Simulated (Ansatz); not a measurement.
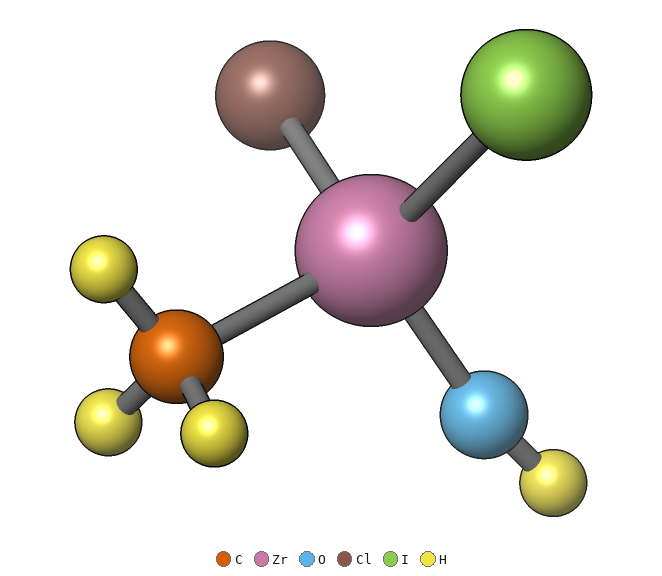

A ball-and-stick model of a molecule.

The species is neutral and a spin singlet. Computed geometry: PBE0-D4/def2-TZVP optimisation.

> Count the atoms of each element.

CH₄ClIOZr, 9 atoms: 1 carbon, 4 hydrogen, 1 chlorine, 1 iodine, 1 oxygen and 1 zirconium.

> Which point group does it belong to?

C1.

> Count the bonded pairs by element.

3 C–H, 1 C–Zr, 1 O–Zr, 1 Cl–Zr, 1 I–Zr, 1 O–H.

> How many sets of symmetry-equivalent atoms are there?

9: 1 C, 1 Zr, 1 O, 1 Cl, 1 I, 1 H, 1 H, 1 H, 1 H.

> What is its SMILES?

[CH3][Zr@@]([OH])([Cl])[I]

The parts below concern this one geometry. Atoms keep their numbers from picture to picture.

Shape

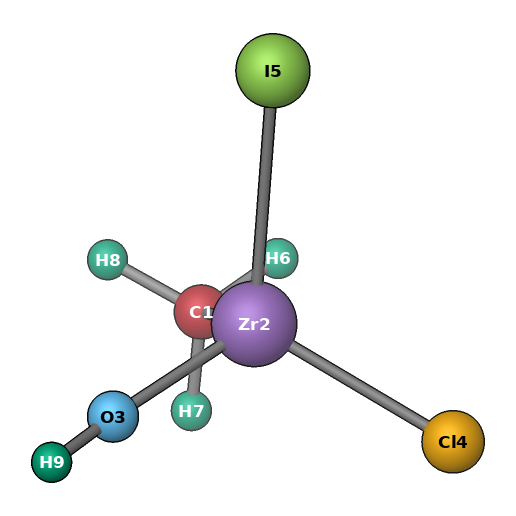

C1 lies behind Zr2. The molecule seen a little off the Zr2–C1 bond, Zr2 in front. Depth is shown by fading: the farther an atom, the more it takes the colour of the background.

> What is the torsion angle I5–Zr2–C1–H6? The sign is positive where the front bond must turn clockwise to cover the back bond.

60°, synclinal (gauche). The bonds about Zr2–C1 are staggered.

Levels of theory compared

Program: Ansatz 0.2.0.

At this fixed geometry, give dipole (D), HOMO–LUMO gap (eV) at these levels: B3LYP-D4/def2-TZVPP; PBE-D4/def2-TZVPP; r2SCAN-D4/def2-TZVPP; ωB97M-V/def2-TZVPP.

| level | dipole (D) | HOMO–LUMO gap (eV) |
| --- | --- | --- |
| B3LYP-D4/def2-TZVPP | 2.69 | 5.55 |
| PBE-D4/def2-TZVPP | 2.67 | 4.02 |
| r2SCAN-D4/def2-TZVPP | 2.75 | 4.49 |
| ωB97M-V/def2-TZVPP | 2.82 | 10.11 |

Vibrations

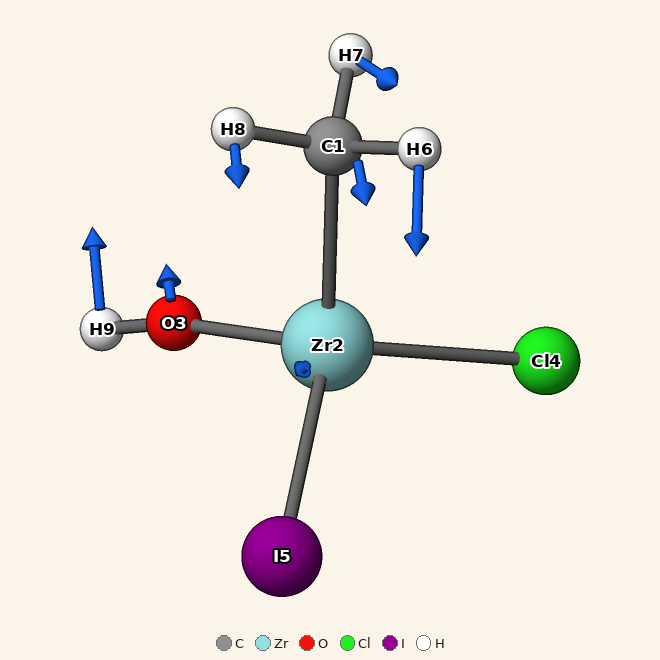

The arrows show one normal mode. Harmonic vibrations computed with RKS PBE0-D4/def2-TZVP, core potentials on I, Zr (Ansatz 0.2.0) at a stationary point of the same level.

> Estimate its harmonic wavenumber.

94 cm⁻¹; it is mode 2 of 21 counted from the lowest.

Charges

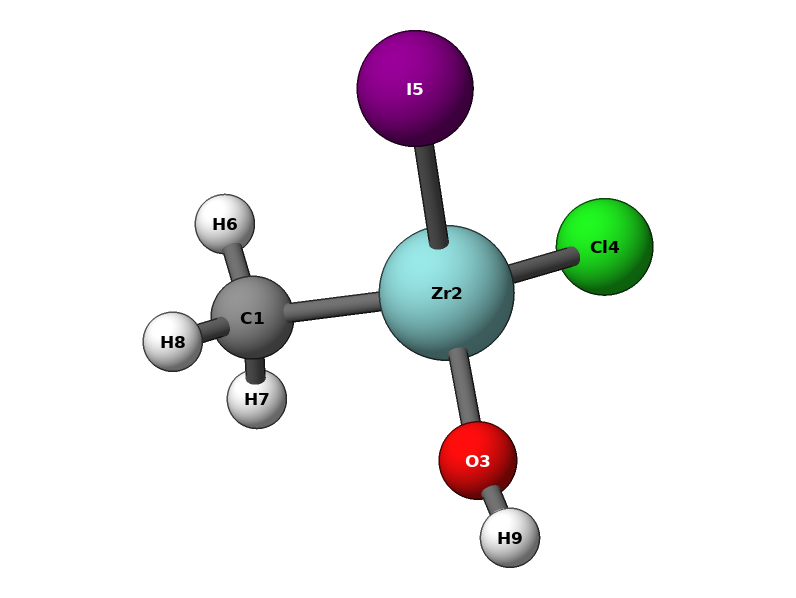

The questions are on Mulliken charges. Method: RKS PBE-D4/def2-TZVPP, core potentials on I, Zr (Ansatz 0.2.0).

List the Mulliken charges.

```tsv
atom	value (e)
C1	−0.52
Zr2	0.89
O3	−0.43
Cl4	−0.27
I5	−0.20
H6	0.11
H7	0.11
H8	0.11
H9	0.19
```

Mulliken values depend strongly on the basis set and can even reverse the polarity of a bond.
